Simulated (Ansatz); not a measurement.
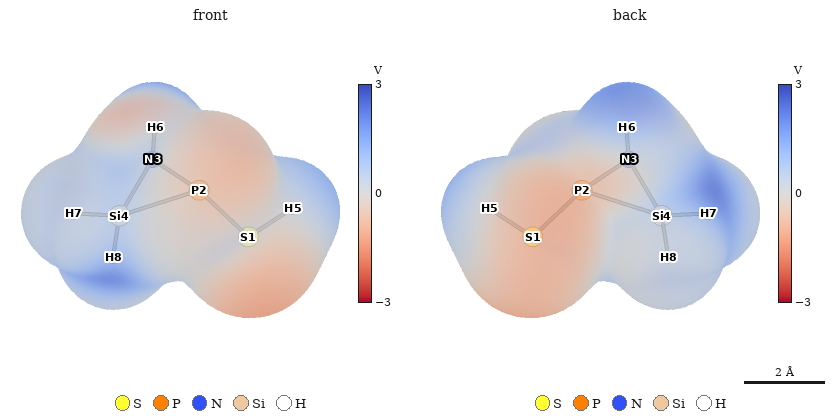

Figure. H$_{4}$NPSSi. The electrostatic potential painted on the density surface at 0.002 e/bohr³, seen from the front and from behind; red is negative and blue positive.

These are results of RHF/def2-SVP in Ansatz 0.2.0, not measurements.

The calculation's input:

```
crystal:
  periodic: [false, false, false]
  atoms:
    - { symbol: S, position_ang: [-1.2724, 1.4234, -0.3534] }
    - { symbol: P, position_ang: [0.6777, 0.8702, -0.6733] }
    - { symbol: "N", position_ang: [0.8082, 0.0709, 0.712] }
    - { symbol: Si, position_ang: [0.5127, -1.4711, 0.4611] }
    - { symbol: H, position_ang: [-1.3715, 2.4027, -1.3367] }
    - { symbol: H, position_ang: [0.2946, 0.5092, 1.4696] }
    - { symbol: H, position_ang: [1.3904, -2.1852, -0.4488] }
    - { symbol: H, position_ang: [-0.9474, -1.6773, 0.1137] }
basis:
  gaussian: { orbitals: def2-SVP }
hamiltonian:
  xc: hf
relax:
  f_tol: 0.015
  max_steps: 40
output:
  orbitals: {}
```

Run with:

```sh
ansatz run input.yaml --threads 1 --pin off --max-ram 2048MiB --backend cpu --events-out ev --progress --plain --runs-dir out
```

The fields are those of the run's last geometry, not of the input's.

### Describe the electrostatic potential map.

The most negative region (about −1.1 V, or −25 kcal/mol for a unit charge) lies over S1, the most positive (about +2.1 V, or +48 kcal/mol for a unit charge) over Si4.
